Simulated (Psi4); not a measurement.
# UBP86/def2-SVP (Cholesky decomposition, cholesky tolerance 0.001, sweep point 6) run of GaClF (SMILES [F][Ga][Cl])

What is the vertical ionisation energy of GaClF at UBP86/def2-SVP (Cholesky decomposition, cholesky tolerance 0.001, sweep point 6)? 

The results are computed with Psi4 1.11.

2 further runs of the same task are left out: 2 for a known fault of the program.

**1. The structure to begin with**

GaClF: 3 atoms, total charge 0, spin state doublet. As SMILES, `[F][Ga][Cl]`. The coordinates come from a PBE0-D4/def2-TZVP relaxation.

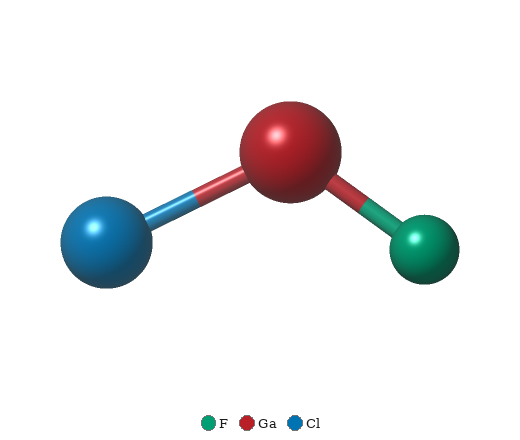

The structure, seen from a chosen angle (fluorine teal, gallium red, chlorine blue).

**2. The energy at UBP86/def2-SVP (Cholesky decomposition, cholesky tolerance 0.001, sweep point 6)**

The input, clfga.dat:

```
memory 1600 MB

molecule {
  0 2
  F     -2.68548980     0.55916996    -1.42636528
  Ga     0.12547781     1.22756609     0.21202727
  Cl     2.53960294    -1.90919030     1.18920465
  units bohr
  symmetry c1
}

set basis def2-SVP
set reference uks
set puream true
set scf_type cd
set dft_radial_points 99
set dft_spherical_points 590
set cholesky_tolerance 0.001
set maxiter 150

e, wfn = energy("bp86", return_wfn=True)
```

On the command line:

```bash
psi4 -i clfga.dat -o clfga.out -n 1
```

clfga.out:

```text
[...]
  Running in c1 symmetry.
[...]
  Nuclear repulsion =  237.378679143771194
[...]
  Multiplicity = 2
[...]
  Nalpha       = 29
  Nbeta        = 28
[...]
    Number of basis functions: 64
[...]
   @UKS iter   1: -2482.62671862472052   -1.15315e+00   4.12402e-02 DIIS/ADIIS
[...]
   @UKS iter  12: -2484.79443790806090   -2.08274e-09   9.82023e-08 DIIS
[...]
   @S^2 Observed:                7.516260348E-01
[...]
    Orbital Energies [Eh]
    ---------------------
    Alpha Occupied:
       1A   -371.064782     2A   -100.705554     3A    -45.383687
       4A    -40.238793     5A    -40.237057     6A    -40.235754
       7A    -24.264151     8A     -9.189930     9A     -7.018617
      10A     -7.010800    11A     -7.010144    12A     -5.317125
      13A     -3.649326    14A     -3.644585    15A     -3.641436
      16A     -1.027376    17A     -0.796486    18A     -0.782409
      19A     -0.780527    20A     -0.780509    21A     -0.773650
      22A     -0.733982    23A     -0.433961    24A     -0.367161
      25A     -0.341928    26A     -0.338642    27A     -0.299383
      28A     -0.295605    29A     -0.226898
    Alpha Virtual:
[...]
  @UKS Final Energy: -2484.79443790806090
   => Energetics <=
    Nuclear Repulsion Energy =            237.3786791437711940
    One-Electron Energy =               -3931.1207930370819668
    Two-Electron Energy =                1323.0282889401541979
    DFT Exchange-Correlation Energy =    -114.0806129549042396
    Empirical Dispersion Energy =           0.0000000000000000
    VV10 Nonlocal Energy =                  0.0000000000000000
    Total Energy =                      -2484.7944379080608996
[...]
 Multipole Moments:
 ------------------------------------------------------------------------------------
     Multipole            Electronic (a.u.)      Nuclear  (a.u.)        Total (a.u.)
 ------------------------------------------------------------------------------------
 L = 1.  Multiply by 2.5417464519 to convert [e a0] to [Debye]
 Dipole X            :         -1.0539724            1.4061565            0.3521841
 Dipole Y            :          3.1583315           -2.5881039            0.5702276
 Dipole Z            :         -0.0000000           -0.0000000           -0.0000000
 Magnitude           :                                                    0.6702188
[...]
```

Run time: 6.3 s. Hardware: 1 thread of Intel Xeon Platinum 8488C (Sapphire Rapids), shared host; peak memory 0.46 GiB.

**3. The singlet cation, same level**

The input, calc.dat:

```
memory 1600 MB

molecule molecule1 {
  1 1
  F     -2.68548980     0.55916996    -1.42636528
  Ga     0.12547781     1.22756609     0.21202727
  Cl     2.53960294    -1.90919030     1.18920465
  units bohr
  symmetry c1
}

set {
  basis                def2-SVP
  puream               true
  scf_type             cd
  dft_radial_points    99
  dft_spherical_points 590
  cholesky_tolerance   0.001
}

energy("bp86")
```

On the command line:

```bash
psi4 -n 1 calc.dat calc.out
```

calc.out:

```text
[...]
  Running in c1 symmetry.
[...]
  Nuclear repulsion =  237.378679143771194
[...]
  Multiplicity = 1
[...]
  Nalpha       = 28
  Nbeta        = 28
[...]
    Number of basis functions: 64
[...]
   @RKS iter   1: -2481.95443803065245   -4.80874e-01   4.20285e-02 ADIIS/DIIS
[...]
   @RKS iter  13: -2484.43980012720749   -2.93057e-08   4.70010e-07 DIIS
[...]
    Orbital Energies [Eh]
    ---------------------
    Doubly Occupied:
       1A   -371.383197     2A   -100.983207     3A    -45.699203
       4A    -40.554387     5A    -40.553440     6A    -40.550790
       7A    -24.536748     8A     -9.464890     9A     -7.296974
      10A     -7.283933    11A     -7.283652    12A     -5.633052
      13A     -3.963882    14A     -3.962280    15A     -3.955457
      16A     -1.288950    17A     -1.101686    18A     -1.095783
      19A     -1.094318    20A     -1.091425    21A     -1.082734
      22A     -0.997892    23A     -0.692569    24A     -0.623939
      25A     -0.593737    26A     -0.591825    27A     -0.544200
      28A     -0.541395
[...]
  @RKS Final Energy: -2484.43980012720749
   => Energetics <=
    Nuclear Repulsion Energy =            237.3786791437711940
    One-Electron Energy =               -3914.6256092715448176
    Two-Electron Energy =                1306.5297156583619653
    DFT Exchange-Correlation Energy =    -113.7225856577954772
    Empirical Dispersion Energy =           0.0000000000000000
    VV10 Nonlocal Energy =                  0.0000000000000000
    Total Energy =                      -2484.4398001272074907
[...]
 Multipole Moments:
 ------------------------------------------------------------------------------------
     Multipole            Electronic (a.u.)      Nuclear  (a.u.)        Total (a.u.)
 ------------------------------------------------------------------------------------
 L = 1.  Multiply by 2.5417464519 to convert [e a0] to [Debye]
 Dipole X            :         -0.7470063            1.4061565            0.6591502
 Dipole Y            :          3.7124920           -2.5881039            1.1243881
 Dipole Z            :         -0.0000000           -0.0000000           -0.0000000
 Magnitude           :                                                    1.3033525
[...]
```

Run time: 5.1 s. Hardware: 1 thread of Intel Xeon Platinum 8488C (Sapphire Rapids), shared host; peak memory 0.46 GiB.

**4. Outcome**

Level: UBP86/def2-SVP (Cholesky decomposition, cholesky tolerance 0.001, sweep point 6).

```
                                          quantity           value
                       doublet GaClF: total energy  -2484.79444 Eh
                      doublet GaClF: dipole moment          1.70 D
 doublet GaClF: HOMO energy (highest over α and β)        -6.17 eV
  doublet GaClF: LUMO energy (lowest over α and β)        -5.09 eV
                               doublet GaClF: ⟨S²⟩           0.752
                      singlet cation: total energy  -2484.43980 Eh
                       singlet cation: HOMO energy       -14.73 eV
                       singlet cation: LUMO energy       -13.07 eV
                     singlet cation: HOMO–LUMO gap         1.66 eV
vertical ionisation energy (to the singlet cation)        9.650 eV
```

**Reading.** The vertical ionisation energy comes to 9.65 eV (223 kcal/mol). Only the singlet of the ionised species was computed; a triplet could lie lower.
